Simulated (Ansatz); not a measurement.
# HfSi2B2: one candidate of a structure search

The task: take a trial cell of HfSi2B2 to zero force and stress.

Computed with Ansatz 0.2.0 (DFT PBE, scalar-relativistic, plane waves, PAW, unless a step's input says otherwise).

## (1) The structure to begin with

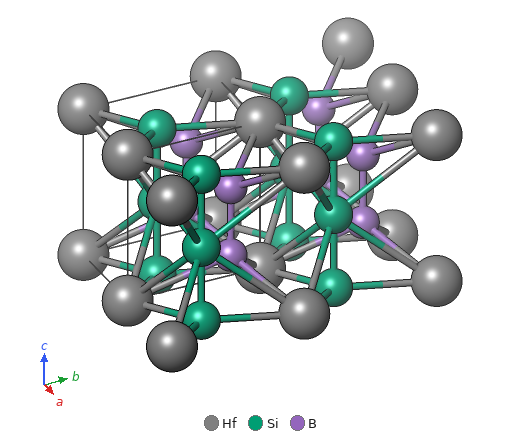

Start, viewed slightly off an axis; hafnium grey, silicon teal, boron purple. 2×2×1 cells are drawn. Atoms on the faces are drawn again on the opposite ones.

Coordinates:

```
Hf Si B
1.0
     4.77443    0.00000    0.00000
    -2.38721    4.13477    0.00000
     0.00000    0.00000    3.92217
Hf Si B
1 2 2
Cartesian
  0.0000 0.0000 0.0000
  2.3872 1.3783 0.0000
  2.3872 1.3783 1.9611
  0.0000 2.7565 1.0542
  0.0000 2.7565 2.8679
```

The cell is invented: random cell by space group and Wyckoff sites (P-6m2, No. 187). The dimensions are guesses.

## (2) Probe: one point on a coarse mesh

input.yaml reads:

```yaml
crystal:
  lattice:
    - [4.77442515, 0.0, 0.0]
    - [-2.38721257, 4.13477347, 0.0]
    - [0.0, 0.0, 3.92216915]
  atoms:
    - { symbol: Hf, position: [0.0, 0.0, 0.0] }
    - { symbol: Si, position: [0.66666667, 0.33333333, 0.0] }
    - { symbol: Si, position: [0.66666667, 0.33333333, 0.5] }
    - { symbol: B, position: [0.33333333, 0.66666667, 0.26879138] }
    - { symbol: B, position: [0.33333333, 0.66666667, 0.73120862] }
basis:
  ecutwfc: 420
kpoints:
  mp_grid: { grid: [6, 6, 4] }
hamiltonian:
  xc: pbe
scf:
  occupations: { method: gaussian, width: 0.1 }
  lower_state_search: "off"
output:
  forces: true
  stress: true
  eigenvalues: true
```

Launch:

```bash
> ansatz run input.yaml --threads 1 --pin off --max-ram 2560MiB --backend cpu --events-out ev --progress --plain --runs-dir out
```

Log (excerpt; [...] marks lines left out):

```text
[...]
SCF converged after 7 iterations
Free energy (F): -17297.899081 eV
[...]
E sigma→0 (E₀):  -17297.885453 eV
Entropy (-TS):   -0.027254 eV (-5.451 meV/atom)
Fermi energy:    11.089532 eV
[...]
--- Forces (eV/Å), atoms counted from 1 ---
  atom   1  Hf     0.00000000    -0.00000000    -0.00000000
  atom   2  Si    -0.00000000    -0.00000000    -0.00000000
  atom   3  Si    -0.00000000     0.00000000     0.00000000
  atom   4  B      0.00000000    -0.00000000    -0.40680534
  atom   5  B      0.00000000    -0.00000000     0.40680534
[...]
--- Stress (GPa, compression-positive) ---
      -12.010090      -0.000000      -0.000000
       -0.000000     -12.010090      -0.000000
       -0.000000      -0.000000      22.462543
  P = ⅓ Tr σ = -0.5192 GPa (-5.192 kbar)
--- Band table (eV; the first three rows and the last of 21) ---
  k-point 0: bands = ["-51.5624", "-20.2387", "-20.1385", "-20.1385", "-1.6994", "-1.5685", "-1.5679", "-1.5679", "-1.5523", "-1.5523", "-1.5139", "-1.4801", "3.8595", "6.0080", "6.0508", "6.0508", "6.7172", "9.9603", "9.9603", "10.3558", "12.1312", "12.3198", "12.4172", "12.4172", "13.9305"]
[...]
```

It took 2.6 s on 1 thread of Intel Xeon Platinum 8488C (Sapphire Rapids), shared host; peak memory 0.39 GiB.

Read-out: pressure -0.5 GPa, largest force 0.41 eV/Å, gap on this mesh none (metal). A guess like this is first relaxed loosely on the coarse mesh.

## (3) Coarse relaxation

Changes to input.yaml since step 2:

```diff
@@ -24 +24,6 @@
   eigenvalues: true
+relax:
+  adjacent_minimum: "off"
+  f_tol: 0.04
+  max_steps: 70
+  cell: { stress_tol: 0.4 }
```

Launch:

```bash
> ansatz run input.yaml --threads 1 --pin off --max-ram 2560MiB --backend cpu --events-out ev --progress --plain --runs-dir out
```

Log:

```text
Warning: RAYON_NUM_THREADS=1 ignored (pool sized by the plan → 1); use --threads N
Engine: ansatz 0.2.0, x86_64-unknown-linux-gnu
Pseudopotentials: kind: paw
Pseudopotential: Hf, paw, valence charge 26, recommended cutoff 420 eV (normal), Hf.paw.azcp
Pseudopotential: Si, paw, valence charge 4, recommended cutoff 420 eV (normal), Si.paw.azcp
Pseudopotential: B, paw, valence charge 3, recommended cutoff 420 eV (normal), B.paw.azcp
Functional definition: PBE
  parameter kappa = 0.804
  parameter beta = 0.06672455060314922
  exchange = pbe_x(kappa = kappa, mu = beta*pi^2/3)
  correlation = pbe_c(beta = beta)
Crystal: 5 atoms, lattice volume = 77.428 Å³
Basis set: ecut = 420 eV, 1519 PW (Γ), exchange–correlation on 64×64×54 points (8 copies of the dense FFT grid, shifted against one another)
Bands: 25, of which v1, the nominal top of the filled ones, is band 20 counted from 1 (19 counted from 0)
Symmetry: 12 space group operations
Space group: P-6m2 (ITA 187), of the structure as read, at distance tolerance 4.3e-5 Å
k-points: 21 of 144 (time reversal used)
Non-local potential: Hf, projectors of the file, l = 0: 3, l = 1: 2, l = 2: 2, l = 3: 3
Non-local potential: Si, projectors of the file, l = 0: 2, l = 1: 2, l = 2: 2
Non-local potential: B, projectors of the file, l = 0: 2, l = 1: 2, l = 2: 1
PAW form: soft (Blöchl's): semilocal exchange-correlation on the pseudo side does not see the compensation charge
PAW one-centre angular grid: Hf, 590 points (default); XC on 64 Gauss nodes
PAW one-centre angular grid: Si, 110 points (default); XC on 64 Gauss nodes
PAW one-centre angular grid: B, 110 points (default); XC on 64 Gauss nodes
Initial density: superposition of atomic densities (neutral atoms: chi_scale 0, normalization atom), corrected by the library's trained network
Initial wavefunctions: pseudopotential atomic-orbital guess
Functional: x = pbe(κ = 0.804, μ = 0.2195149727645171), c = pbe(β = 0.06672455060314922)
SCF iter   1: F=—  HF=-17297.907988 eV  |F-HF|=—  |Δ(HF+E_count)|=         —  Δρ=5.56e-3  dr2=4.30e-2  ethr=1.77e-3  ⟨swp⟩=5.4  Hψ=2281  notcnv=0
preconditioner: auto → Kerker (q_TF=auto, 2.444 Å⁻¹)  [metal: Δε(μ)=0.088 eV  Ē_g=9.963 eV  σ=0.100 eV  W_gap=0.42  n_scr=20 (ndim 8)  ℏωp=23.9 eV  f_vac=0.000  D(μ)=4.81/eV (n_scr^D=46)]
SCF iter   2: F=—  HF=-17297.901455 eV  |F-HF|=—  |Δ(HF+E_count)|=   6.53e-3  Δρ=3.11e-3  dr2=1.29e-2  ethr=1.08e-4  ⟨swp⟩=1.1  Hψ=695  notcnv=0
SCF iter   3: F=—  HF=-17297.899343 eV  |F-HF|=—  |Δ(HF+E_count)|=   2.11e-3  Δρ=6.19e-4  dr2=4.21e-4  ethr=3.22e-5  ⟨swp⟩=2.0  Hψ=692  notcnv=0
SCF iter   4: F=—  HF=-17297.899120 eV  |F-HF|=—  |Δ(HF+E_count)|=   2.24e-4  Δρ=3.70e-4  dr2=9.62e-5  ethr=1.05e-6  ⟨swp⟩=2.0  Hψ=944  notcnv=0
SCF iter   5: F=—  HF=-17297.899081 eV  |F-HF|=—  |Δ(HF+E_count)|=   3.84e-5  Δρ=1.56e-4  dr2=2.40e-5  ethr=2.41e-7  ⟨swp⟩=2.0  Hψ=817  notcnv=0
SCF iter   6: F=—  HF=-17297.899081 eV  |F-HF|=—  |Δ(HF+E_count)|=   4.88e-7  Δρ=4.00e-5  dr2=2.34e-6  ethr=6.00e-8  ⟨swp⟩=2.0  Hψ=616  notcnv=0
SCF iter   7: F=-17297.899081 eV  HF=-17297.899081 eV  |F-HF|=2.36e-8  |Δ(HF+E_count)|=   1.63e-7  Δρ=7.79e-6  dr2=8.23e-8  ethr=2.50e-10  ⟨swp⟩=5.8  Hψ=2335  notcnv=0
SCF 1 converged in 7 iterations: F = -17297.899081 eV  dr2 = 8.23e-8
relax step   1: F+E_penalty+E_count = -17297.89908053 eV  Δ(F+E_penalty+E_count) = +0.000e0 eV  max|allowed force component| = 4.068e-1 eV/Å  Δτ_max = 0.0000 Å  P = -0.519 GPa  Ω = 77.428 Å³  (7 SCF iters, dr2 threshold 1.00e-7 eV, accepted)
Crystal: 5 atoms, lattice volume = 72.303 Å³
Basis set: ecut = 420 eV, 1447 PW (Γ), exchange–correlation on 64×64×54 points (8 copies of the dense FFT grid, shifted against one another)
Initial density: handed on by an earlier stage of this run
Initial wavefunctions: those handed on with the density
iter 1 solved again at ethr=3.54e-4 eV; its pass at ethr=3.10e-3 eV (dr2=1.42e-1 eV) is discarded
SCF iter   1: F=—  HF=-17298.554306 eV  |F-HF|=—  |Δ(HF+E_count)|=         —  Δρ=9.89e-3  dr2=1.44e-1  ethr=3.54e-4  ⟨swp⟩=1.5  Hψ=3218  notcnv=0
preconditioner: auto → Kerker (q_TF=auto, 2.472 Å⁻¹)  [metal: Δε(μ)=0.018 eV  Ē_g=9.877 eV  σ=0.100 eV  W_gap=0.10  n_scr=20 (ndim 8)  ℏωp=24.7 eV  f_vac=0.000  D(μ)=4.11/eV (n_scr^D=46)]
SCF iter   2: F=—  HF=-17298.526246 eV  |F-HF|=—  |Δ(HF+E_count)|=   2.81e-2  Δρ=5.37e-3  dr2=4.39e-2  ethr=3.54e-4  ⟨swp⟩=1.5  Hψ=554  notcnv=0
SCF iter   3: F=—  HF=-17298.518273 eV  |F-HF|=—  |Δ(HF+E_count)|=   7.97e-3  Δρ=1.84e-3  dr2=3.96e-3  ethr=1.10e-4  ⟨swp⟩=2.0  Hψ=869  notcnv=0
SCF iter   4: F=—  HF=-17298.513766 eV  |F-HF|=—  |Δ(HF+E_count)|=   4.51e-3  Δρ=8.93e-4  dr2=1.30e-3  ethr=9.90e-6  ⟨swp⟩=2.1  Hψ=967  notcnv=0
SCF iter   5: F=—  HF=-17298.513427 eV  |F-HF|=—  |Δ(HF+E_count)|=   3.39e-4  Δρ=3.39e-4  dr2=1.40e-4  ethr=3.25e-6  ⟨swp⟩=2.0  Hψ=851  notcnv=0
SCF iter   6: F=—  HF=-17298.513403 eV  |F-HF|=—  |Δ(HF+E_count)|=   2.41e-5  Δρ=9.03e-5  dr2=4.87e-6  ethr=3.51e-7  ⟨swp⟩=2.0  Hψ=928  notcnv=0
SCF iter   7: F=-17298.513400 eV  HF=-17298.513400 eV  |F-HF|=4.78e-9  |Δ(HF+E_count)|=   2.99e-6  Δρ=1.98e-5  dr2=2.29e-7  ethr=1.25e-9  ⟨swp⟩=6.4  Hψ=3306  notcnv=0
SCF 2 converged in 7 iterations: F = -17298.513400 eV  dr2 = 2.29e-7
relax step   2: F+E_penalty+E_count = -17298.51340005 eV  Δ(F+E_penalty+E_count) = -6.143e-1 eV  max|allowed force component| = 4.100e-2 eV/Å  Δτ_max = 0.0044 Å  P = +2.081 GPa  Ω = 72.303 Å³  energy of the carried Pulay correction = +2.319e-3 eV  (7 SCF iters, dr2 threshold 5.00e-7 eV, accepted)
Crystal: 5 atoms, lattice volume = 71.573 Å³
Basis set: ecut = 420 eV, 1389 PW (Γ), exchange–correlation on 64×64×54 points (8 copies of the dense FFT grid, shifted against one another)
iter 1 solved again at ethr=2.06e-4 eV; its pass at ethr=3.10e-3 eV (dr2=8.25e-2 eV) is discarded
SCF iter   1: F=—  HF=-17298.778278 eV  |F-HF|=—  |Δ(HF+E_count)|=         —  Δρ=8.77e-3  dr2=8.47e-2  ethr=2.06e-4  ⟨swp⟩=1.6  Hψ=3345  notcnv=0
preconditioner: auto → Kerker (q_TF=auto, 2.476 Å⁻¹)  [metal: Δε(μ)=0.090 eV  Ē_g=9.786 eV  σ=0.100 eV  W_gap=0.45  n_scr=20 (ndim 8)  ℏωp=24.8 eV  f_vac=0.000  D(μ)=2.69/eV (n_scr^D=20)]
SCF iter   2: F=—  HF=-17298.759884 eV  |F-HF|=—  |Δ(HF+E_count)|=   1.84e-2  Δρ=4.85e-3  dr2=2.32e-2  ethr=2.06e-4  ⟨swp⟩=2.1  Hψ=848  notcnv=0
SCF iter   3: F=—  HF=-17298.754417 eV  |F-HF|=—  |Δ(HF+E_count)|=   5.47e-3  Δρ=1.02e-3  dr2=7.85e-4  ethr=5.81e-5  ⟨swp⟩=2.0  Hψ=882  notcnv=0
SCF iter   4: F=—  HF=-17298.753228 eV  |F-HF|=—  |Δ(HF+E_count)|=   1.19e-3  Δρ=5.38e-4  dr2=3.32e-4  ethr=1.96e-6  ⟨swp⟩=3.0  Hψ=1102  notcnv=0
SCF iter   5: F=—  HF=-17298.753146 eV  |F-HF|=—  |Δ(HF+E_count)|=   8.15e-5  Δρ=1.35e-4  dr2=1.98e-5  ethr=8.31e-7  ⟨swp⟩=2.1  Hψ=667  notcnv=0
SCF iter   6: F=—  HF=-17298.753142 eV  |F-HF|=—  |Δ(HF+E_count)|=   4.29e-6  Δρ=5.50e-5  dr2=3.80e-6  ethr=4.95e-8  ⟨swp⟩=2.4  Hψ=976  notcnv=0
SCF iter   7: F=-17298.753141 eV  HF=-17298.753141 eV  |F-HF|=3.47e-8  |Δ(HF+E_count)|=   3.97e-7  Δρ=1.38e-5  dr2=2.18e-7  ethr=1.25e-9  ⟨swp⟩=6.5  Hψ=3298  notcnv=0
SCF 3 converged in 7 iterations: F = -17298.753141 eV  dr2 = 2.18e-7
relax step   3: F+E_penalty+E_count = -17298.75314142 eV  Δ(F+E_penalty+E_count) = -2.397e-1 eV  max|allowed force component| = 5.339e-1 eV/Å  Δτ_max = 0.0198 Å  P = +1.269 GPa  Ω = 71.573 Å³  energy of the carried Pulay correction = +2.663e-3 eV  (7 SCF iters, dr2 threshold 5.00e-7 eV, accepted)
[... from here on, the SCF cycles and remarks between the steps are left out ...]
relax step   4: F+E_penalty+E_count = -17298.99047450 eV  Δ(F+E_penalty+E_count) = -2.373e-1 eV  max|allowed force component| = 1.109e0 eV/Å  Δτ_max = 0.0638 Å  P = +1.942 GPa  Ω = 71.390 Å³  energy of the carried Pulay correction = +2.749e-3 eV  (7 SCF iters, dr2 threshold 5.00e-7 eV, accepted)
relax step   5: F+E_penalty+E_count = -17299.15677486 eV  Δ(F+E_penalty+E_count) = -1.663e-1 eV  max|allowed force component| = 1.144e0 eV/Å  Δτ_max = 0.1366 Å  P = +4.684 GPa  Ω = 72.537 Å³  energy of the carried Pulay correction = +2.210e-3 eV  (7 SCF iters, dr2 threshold 5.00e-7 eV, accepted)
relax step   6: F+E_penalty+E_count = -17299.14257511 eV  Δ(F+E_penalty+E_count) = +1.420e-2 eV  max|allowed force component| = 9.748e-1 eV/Å  Δτ_max = 0.0375 Å  P = -2.121 GPa  Ω = 75.581 Å³  energy of the carried Pulay correction = +8.179e-4 eV  (8 SCF iters, dr2 threshold 5.00e-7 eV, rejected (line search))
relax step   7: F+E_penalty+E_count = -17299.21739660 eV  Δ(F+E_penalty+E_count) = -6.062e-2 eV  max|allowed force component| = 1.138e-2 eV/Å  Δτ_max = 0.0208 Å  P = +0.423 GPa  Ω = 74.729 Å³  energy of the carried Pulay correction = +1.202e-3 eV  (9 SCF iters, accepted)
relax step   8: F+E_penalty+E_count = -17299.21776905 eV  Δ(F+E_penalty+E_count) = -3.724e-4 eV  max|allowed force component| = 7.657e-4 eV/Å  Δτ_max = 0.0002 Å  P = -0.004 GPa  Ω = 75.108 Å³  energy of the carried Pulay correction = +1.031e-3 eV  (5 SCF iters, dr2 threshold 5.00e-7 eV, accepted)
relax step   9: F+E_penalty+E_count = -17299.23276729 eV  Δ(F+E_penalty+E_count) = -1.500e-2 eV  max|allowed force component| = 2.400e-2 eV/Å  Δτ_max = 0.0000 Å  P = +0.206 GPa  Ω = 75.108 Å³  stress off target by 6.75e-1 GPa  SCF on the basis re-selected at this cell (its energy is not comparable with the rows above)  (6 SCF iters)
relax step  10: F+E_penalty+E_count = -17299.23323578 eV  Δ(F+E_penalty+E_count) = -4.685e-4 eV  max|allowed force component| = 6.083e-3 eV/Å  Δτ_max = 0.0017 Å  P = +0.016 GPa  Ω = 75.249 Å³  energy of the carried Pulay correction = -8.234e-5 eV  (4 SCF iters, dr2 threshold 5.00e-7 eV, accepted)
iter 1 solved again at ethr=1.52e-7 eV; its pass at ethr=3.10e-3 eV (dr2=6.07e-5 eV) is discarded
SCF iter   1: F=—  HF=-17299.233307 eV  |F-HF|=—  |Δ(HF+E_count)|=         —  Δρ=1.31e-5  dr2=1.05e-7  ethr=1.52e-7  ⟨swp⟩=3.0  Hψ=3562  notcnv=0
preconditioner: auto → Kerker (q_TF=auto, 2.456 Å⁻¹)  [metal: Δε(μ)=0.039 eV  Ē_g=9.613 eV  σ=0.100 eV  W_gap=0.21  n_scr=20 (ndim 8)  ℏωp=24.2 eV  f_vac=0.000  D(μ)=3.74/eV (n_scr^D=28)]
SCF iter   2: F=—  HF=-17299.233310 eV  |F-HF|=—  |Δ(HF+E_count)|=   3.09e-6  Δρ=7.10e-6  dr2=3.04e-8  ethr=2.64e-10  ⟨swp⟩=2.1  Hψ=955  notcnv=0
SCF iter   3: F=—  HF=-17299.233310 eV  |F-HF|=—  |Δ(HF+E_count)|=   1.51e-9  Δρ=5.07e-6  dr2=1.63e-8  ethr=7.60e-11  ⟨swp⟩=2.3  Hψ=884  notcnv=0
SCF iter   4: F=-17299.233310 eV  HF=-17299.233310 eV  |F-HF|=4.04e-10  |Δ(HF+E_count)|=   6.83e-9  Δρ=1.02e-6  dr2=1.45e-9  ethr=8.00e-12  ⟨swp⟩=3.2  Hψ=2076  notcnv=0
SCF 11 converged in 4 iterations: F = -17299.233310 eV  dr2 = 1.45e-9
relax step  11: F+E_penalty+E_count = -17299.23331032 eV  Δ(F+E_penalty+E_count) = -7.455e-5 eV  max|allowed force component| = 6.253e-3 eV/Å  Δτ_max = 0.0000 Å  P = +0.017 GPa  Ω = 75.249 Å³  stress off target by 6.45e-2 GPa  SCF on the basis re-selected at this cell (its energy is not comparable with the rows above)  (4 SCF iters)
basis re-selected at this cell: Δ(F+E_penalty+E_count) = -7.455e-5 eV, ΔP = +0.001 GPa vs the last step (what re-selecting the basis moved, of the pressure what is left beyond the Pulay correction that the steps carried, after the strain that the cell walked since its last selection, with what the two solves' SCF thresholds leave and, on support functions, any second-order correction that the steps lacked; it is no measure of the basis error at this ecutwfc). This SCF's stress stands 6.45e-2 GPa from its target on what of the cell is left free (relax.cell.stress_tol is 4.00e-1 GPa) and its largest allowed force component is 6.25e-3 eV/Å (relax.f_tol is 4.00e-2 eV/Å): within both
SCF converged after 4 iterations
Free energy (F): -17299.233310 eV
Harris-Foulkes:  -17299.233310 eV  (|F-HF|=4.04e-10)
Internal energy: -17299.214615 eV  (E = F + TS)
E sigma→0 (E₀):  -17299.223962 eV
Entropy (-TS):   -0.018696 eV (-3.739 meV/atom)
Fermi energy:    11.527131 eV
--- Per-component energies (eV) ---
  E_band       = -107.094199
  E_kinetic    = 589.586469
  E_local      = -7180.492053  (includes V_loc(G=0)·N_el)
  E_nonlocal   = -1165.421612
  E_hartree    = 3333.754808
  E_xc         = -471.738974
  E_vxc        = -432.000636  (∫ρ·V_xc dr)
  E_paw        = -8109.004653  (= ΣΔE_a)
  E_vpaw       = 1413.724480  (= ΣTr[D̂ρ^β])
  E_aug_tail   = 0.000009  (compensation charges beyond the density's cutoff)
  E_ewald      = -4295.898608
  E_smearing   = -0.018696  (= −TS)
  E_closure    = 0.000000  (closes the sum)
  Σ components = -17299.233310   (vs F -17299.233310, Δ=0.00e0)
--- Forces (eV/Å), atoms counted from 1 ---
  atom   1  Hf     0.00000000    -0.00000000     0.00000000
  atom   2  Si    -0.00000000     0.00000000     0.00000000
  atom   3  Si    -0.00000000    -0.00000000    -0.00000000
  atom   4  B      0.00000000     0.00000000     0.00625307
  atom   5  B      0.00000000     0.00000000    -0.00625307
  max |Σ_I F_I| component: 2.30e-16 eV/Å
--- Stress (GPa, compression-positive) ---
       -0.006604       0.000000      -0.000000
        0.000000      -0.006604       0.000000
       -0.000000       0.000000       0.064507
  P = ⅓ Tr σ = 0.0171 GPa (0.171 kbar)
--- Band table (eV; the first three rows and the last of 21) ---
  k-point 0: bands = ["-50.7700", "-19.6339", "-19.3932", "-19.3932", "-0.9931", "-0.8173", "-0.7959", "-0.7959", "-0.7432", "-0.7432", "-0.6530", "-0.6341", "4.3922", "5.5939", "7.0957", "7.0957", "7.4404", "11.1618", "11.1865", "11.1865", "11.9483", "12.2664", "12.2664", "12.9157", "12.9157"]
  k-point 1: bands = ["-50.7700", "-19.6367", "-19.3930", "-19.3930", "-0.8264", "-0.7955", "-0.7955", "-0.7436", "-0.7436", "-0.7402", "-0.6530", "-0.4765", "2.6099", "6.4473", "7.4580", "7.4580", "9.0051", "10.0460", "10.2032", "10.2032", "11.2611", "11.2611", "12.6523", "13.4907", "13.4907"]
  k-point 2: bands = ["-50.7699", "-19.6396", "-19.3927", "-19.3927", "-0.8236", "-0.7950", "-0.7950", "-0.7441", "-0.7441", "-0.6925", "-0.6530", "0.3922", "1.0180", "6.8149", "8.2620", "8.2620", "8.9180", "8.9180", "9.1912", "10.7287", "10.7287", "11.6912", "12.2438", "14.3762", "14.3762"]
  k-point 20: bands = ["-50.7694", "-19.6350", "-19.4211", "-19.4139", "-0.8127", "-0.8013", "-0.7976", "-0.7450", "-0.7429", "-0.6684", "-0.6614", "2.3479", "2.4170", "2.7910", "5.4048", "6.7822", "7.2477", "10.5221", "11.4085", "11.9709", "12.5390", "12.9394", "13.5333", "14.0947", "15.4000"]
--- Relaxed structure (9 steps of the walk, 8 accepted, 2 SCFs on fresh bases) ---
  F+E_penalty+E_count = -17299.23331032 eV   max|allowed force component| = 6.253e-3 eV/Å   (the final SCF, on the basis selected at the relaxed cell)
  cell:  # Å, volume = 75.2489 Å³
    - [4.322210316765819, -2.6133295880856796e-9, -8.05155862216831e-18]
    - [-2.1611051561197003, 3.7431439361250507, 4.0257793068681725e-18]
    - [-6.614319805820024e-18, 2.9538096939423284e-34, 4.651120615231387]
  atoms:
    - { symbol: Hf, position: [-6.943762949655952e-34, 3.726308017719871e-34, -1.9641477669439477e-34] }
    - { symbol: Si, position: [0.6666666666666666, 0.3333333333333333, 0.0] }
    - { symbol: Si, position: [0.6666666666666666, 0.3333333333333333, 0.49999999999999983] }
    - { symbol: B, position: [0.33333333333333337, 0.6666666666666666, 0.3212344923684652] }
    - { symbol: B, position: [0.33333333333333337, 0.6666666666666666, 0.6787655076315344] }
```

Wall time 43 s (1 thread of Intel Xeon Platinum 8488C (Sapphire Rapids), shared host); peak memory 0.41 GiB.

Relaxation path:

```
step  E - E(step 1) (eV/cell)  largest force component (eV/Å)  pressure (GPa)  volume (Å³)
   1                   0.0000                          0.4068           -0.52        77.43
   2                  -0.6143                          0.0410            2.08        72.30
   3                  -0.8541                          0.5339            1.27        71.57
   4                  -1.0914                          1.1091            1.94        71.39
   5                  -1.2577                          1.1445            4.68        72.54
   6                  -1.2435                          0.9748           -2.12        75.58
   7                  -1.3183                          0.0114            0.42        74.73
   8                  -1.3187                          0.0008            0.00        75.11
   9                  -1.3337                          0.0240            0.21        75.11
  10                  -1.3342                          0.0061            0.02        75.25
  11                  -1.3342                          0.0063            0.02        75.25
```

Step 1 is the start. Steps 9, 11 each repeat the geometry before them on a plane-wave basis chosen anew, so the energy can jump there without any move. Step 6 was tried and not accepted.

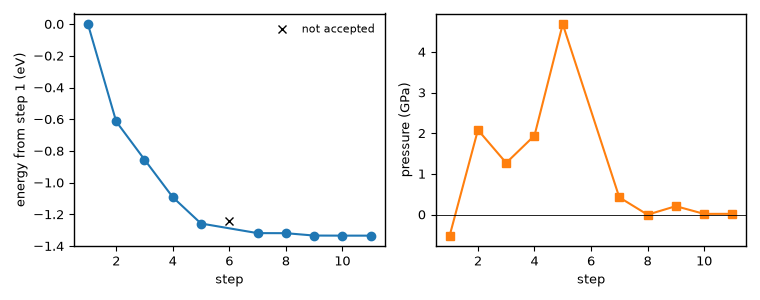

Energy and pressure along the relaxation.

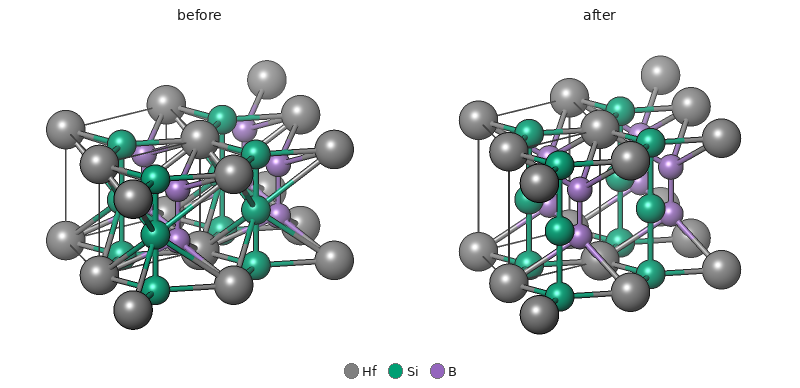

Before and after, at one scale.

|  | before | after | change |
| --- | --- | --- | --- |
| a (Å) | 4.774 | 4.322 | -9.5 % |
| b (Å) | 4.774 | 4.322 | -9.5 % |
| c (Å) | 3.922 | 4.651 | +18.6 % |
| volume (Å³/atom) | 15.49 | 15.05 | -2.8 % |
| shortest distance (Å) | 1.814 | 1.663 | -8.3 % |
| space group (0.01 Å) | P-6m2 | P-6m2 | same |

The run keeps the 12 symmetry operations of the start, so it could not have lowered the symmetry.

(Part 1 of 2 ends here.)
